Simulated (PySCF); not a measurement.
# [Gd(NH2)3]−: other functionals and bases at one geometry

Aim: see how levels, charges and forces of [Gd(NH2)3]− depend on the level of theory. The species was built from a template and needn't be a known compound.

Method: several levels, as the steps say, no spin–orbit coupling; program: PySCF 2.14.0.

1 further run of the same task is left out (for a known fault of the program).

## Step 1: The system as given

10 atoms, charge -1, spin multiplicity 1.

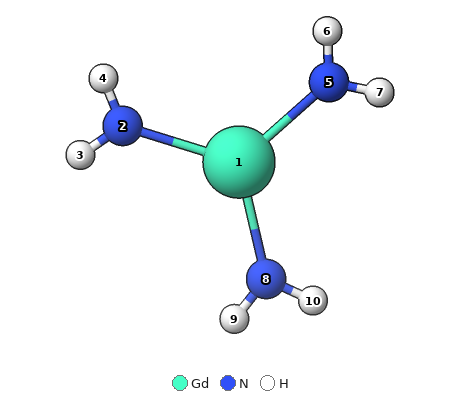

The geometry (gadolinium teal, nitrogen blue, hydrogen white); atoms are numbered from 1 in the order of the file.

Coordinates:

```xyz
10

Gd    0.01422    0.00821   -0.01317
N     2.42261   -0.00152    0.20628
H     3.04604   -0.81230    0.27437
H     3.06898    0.79225    0.25597
N    -1.20042    2.09098   -0.21008
H    -0.86571    3.05924   -0.19631
H    -2.21475    2.19918   -0.31378
N    -1.20503   -2.08079   -0.00357
H    -0.84617   -3.03866    0.05832
H    -2.21977   -2.21659   -0.05802
```

Formal oxidation states: Gd +2. Each metal's 8 4f electrons lie in its core potential, so multiplicities, spins and levels count the valence alone. For divalent La, Ce, Gd or Lu the extra electron is normally 5d or 6s, so this core forces an excited configuration. An earlier session relaxed this geometry at PBE0, Gd lcecp-0-SVP with ECP54, N def2-SVP, H def2-SVP (singlet, point group C1).

At PBE0 on the finer grid: E = -197.485822 Eh, frontier levels not given, since the 4f levels lie in the core, Mulliken charge on Gd1 +0.42 e, largest force component 0.012 eV/Å. 

Levels to run: B3LYP; TPSSh; PBE0, TZVP. Hardware: 2 threads of Arm Neoverse V1, shared host.

## Step 2: B3LYP

File run.py (the lines that set the calculation):

```python
mol = gto.M(atom='''
Gd     0.01422     0.00821    -0.01317
N      2.42261    -0.00152     0.20628
H      3.04604    -0.81230     0.27437
H      3.06898     0.79225     0.25597
N     -1.20042     2.09098    -0.21008
H     -0.86571     3.05924    -0.19631
H     -2.21475     2.19918    -0.31378
N     -1.20503    -2.08079    -0.00357
H     -0.84617    -3.03866     0.05832
H     -2.21977    -2.21659    -0.05802''',
    basis={'Gd': 'lcecp-0-SVP', 'N': 'def2-SVP', 'H': 'def2-SVP'},
    ecp={'Gd': 'lcecp-0-SVP'},
    charge=-1, spin=0)
mf = dft.RKS(mol, xc='B3LYP')
mf.grids.atom_grid = (75, 302)  # f atoms: unpruned, at least (60, 302)
mf = mf.density_fit()  # fitting sets: Gd AutoAux, N def2-universal-JKFIT, H def2-universal-JKFIT
mf.conv_tol = 1e-08; mf.max_cycle = 55
mf.kernel(dm0)  # dm0: the density of the relaxed state
```

Started as:

```
> OMP_NUM_THREADS=2 python run.py
```

The log of the run:

```text
init E= -197.710710250045
cycle= 1 E= -197.712030754056  delta_E= -0.00132  |g|= 0.024  |ddm|= 0.156
cycle= 2 E= -197.711706724422  delta_E= 0.000324  |g|= 0.0436  |ddm|= 0.058
cycle= 3 E= -197.712154147379  delta_E= -0.000447  |g|= 0.00195  |ddm|= 0.0406
cycle= 4 E= -197.712155162948  delta_E= -1.02e-06  |g|= 0.000213  |ddm|= 0.00208
cycle= 5 E= -197.71215517547  delta_E= -1.25e-08  |g|= 3.64e-05  |ddm|= 0.000312
cycle= 6 E= -197.712155175683  delta_E= -2.13e-10  |g|= 2.28e-05  |ddm|= 4.89e-05
Extra cycle  E= -197.712155175306  delta_E= 3.77e-10  |g|= 4.56e-05  |ddm|= 6.16e-05
converged SCF energy = -197.712155175306
```

Run time: 5.7 s. Hardware: 2 threads of Arm Neoverse V1, shared host.

Result: E = -197.712155 Eh, frontier levels not given, since the 4f levels lie in the core, Mulliken charge on Gd1 +0.34 e, largest force component 0.121 eV/Å. 

## Step 3: TPSSh

Changes to run.py (the lines that set the calculation) since step 2:

```diff
@@ -14,3 +14,3 @@
     charge=-1, spin=0)
-mf = dft.RKS(mol, xc='B3LYP')
+mf = dft.RKS(mol, xc='TPSSH')
 mf.grids.atom_grid = (75, 302)  # f atoms: unpruned, at least (60, 302)
```

Started as:

```
> OMP_NUM_THREADS=2 python run.py
```

The log of the run:

```text
init E= -197.692523267634
cycle= 1 E= -197.693233719808  delta_E= -0.00071  |g|= 0.0108  |ddm|= 0.075
cycle= 2 E= -197.693160215213  delta_E= 7.35e-05  |g|= 0.0206  |ddm|= 0.0301
cycle= 3 E= -197.693262688988  delta_E= -0.000102  |g|= 0.000733  |ddm|= 0.0193
cycle= 4 E= -197.693262855233  delta_E= -1.66e-07  |g|= 0.000192  |ddm|= 0.00141
cycle= 5 E= -197.693262869349  delta_E= -1.41e-08  |g|= 2.98e-05  |ddm|= 0.000364
cycle= 6 E= -197.693262869511  delta_E= -1.62e-10  |g|= 1.27e-05  |ddm|= 2.64e-05
Extra cycle  E= -197.693262869377  delta_E= 1.34e-10  |g|= 2.65e-05  |ddm|= 3.62e-05
converged SCF energy = -197.693262869377
```

Run time: 9.4 s. Hardware: 2 threads of Arm Neoverse V1, shared host.

Result: E = -197.693263 Eh, frontier levels not given, since the 4f levels lie in the core, Mulliken charge on Gd1 +0.39 e, largest force component 0.212 eV/Å. The highest filled level lies above zero; it isn't the detachment energy.

## Step 4: PBE0, TZVP

Basis: Gd lcecp-0-TZVP with ECP54, N def2-TZVP, H def2-TZVP. 

Changes to run.py (the lines that set the calculation) since step 3:

```diff
@@ -11,6 +11,6 @@
 H     -2.21977    -2.21659    -0.05802''',
-    basis={'Gd': 'lcecp-0-SVP', 'N': 'def2-SVP', 'H': 'def2-SVP'},
-    ecp={'Gd': 'lcecp-0-SVP'},
+    basis={'Gd': 'lcecp-0-TZVP', 'N': 'def2-TZVP', 'H': 'def2-TZVP'},
+    ecp={'Gd': 'lcecp-0-TZVP'},
     charge=-1, spin=0)
-mf = dft.RKS(mol, xc='TPSSH')
+mf = dft.RKS(mol, xc='PBE0')
 mf.grids.atom_grid = (75, 302)  # f atoms: unpruned, at least (60, 302)
@@ -18,2 +18,2 @@
 mf.conv_tol = 1e-08; mf.max_cycle = 55
-mf.kernel(dm0)  # dm0: the density of the relaxed state
+mf.kernel(dm0)  # dm0: free metal ions and neutral atoms
```

Started as:

```
> OMP_NUM_THREADS=2 python run.py
```

The log of the run:

```text
init E= -206.914163040356
cycle= 1 E= -194.390524240876  delta_E= 12.5  |g|= 3.34  |ddm|= 3.63
cycle= 2 E= -192.985056699404  delta_E= 1.41  |g|= 4.95  |ddm|= 4.58
cycle= 3 E= -197.477135247317  delta_E= -4.49  |g|= 0.829  |ddm|= 2.37
cycle= 4 E= -197.689796116518  delta_E= -0.213  |g|= 0.178  |ddm|= 0.929
cycle= 5 E= -197.696645713767  delta_E= -0.00685  |g|= 0.0649  |ddm|= 0.266
cycle= 6 E= -197.697644049048  delta_E= -0.000998  |g|= 0.00438  |ddm|= 0.0761
cycle= 7 E= -197.697646140459  delta_E= -2.09e-06  |g|= 0.00449  |ddm|= 0.00894
cycle= 8 E= -197.697650225795  delta_E= -4.09e-06  |g|= 0.0014  |ddm|= 0.00384
cycle= 9 E= -197.697650681385  delta_E= -4.56e-07  |g|= 0.000168  |ddm|= 0.00141
cycle= 10 E= -197.697650689591  delta_E= -8.21e-09  |g|= 1.55e-05  |ddm|= 0.000259
Extra cycle  E= -197.697650689628  delta_E= -3.73e-11  |g|= 1.5e-05  |ddm|= 3.79e-05
converged SCF energy = -197.697650689628
```

Run time: 16 s. Hardware: 2 threads of Arm Neoverse V1, shared host.

Read off: E = -197.697651 Eh, frontier levels not given, since the 4f levels lie in the core, Mulliken charge on Gd1 +1.11 e, largest force component 0.494 eV/Å. 

## Step 5: Results

| level | state | charge on Gd1 (e) | dipole (D) | largest force (eV/Å) | basis functions | time |
| --- | --- | --- | --- | --- | --- | --- |
| PBE0 (relaxed here) | singlet | 0.42 | 0.05 | 0.01 | 103 | 18 s |
| B3LYP | singlet | 0.34 | 0.04 | 0.12 | 103 | 5.7 s |
| TPSSh | singlet | 0.39 | 0.05 | 0.21 | 103 | 9.4 s |
| PBE0, TZVP | singlet | 1.11 | 0.05 | 0.49 | 176 | 16 s |

Times are on 2 threads of Arm Neoverse V1, shared host; the first row also made further properties. The dipole of a charged species depends on the origin, so these sizes hold for this origin alone.

The largest leftover force, 0.49 eV/Å with PBE0, TZVP, stands at a geometry relaxed at another level. The Mulliken charge on Gd spans +0.34 to +1.11 e over the levels. With 4f in the core, its levels are missing from HOMO and gap. Total energies of different levels can't be compared. Spin–orbit coupling is left out throughout.
